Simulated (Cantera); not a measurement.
Charge: 1 mol Fe, 0.0048 mol O2, 32 mol H2, held at 1.33 mbar.

These are equilibrium values from Cantera (NASA tables, ideal gas, pure condensed phases), not measurements of a reactor. Candidate condensed phases: Fe, FeO, Fe(OH)2, Fe(OH)3, Fe2O3, Fe3O4, H2O; 12 gas species. Kinetics and transport are ignored.

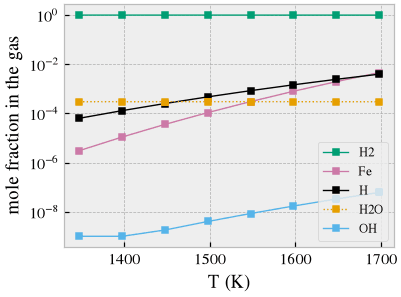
Figure. Equilibrium gas composition (values under 1e-9 drawn at 1e-9)

From 1348 K to 1648 K the condensed part is Fe(γ). At 1698 K the condensed part is Fe(δ). The main Fe-bearing gas is Fe throughout.
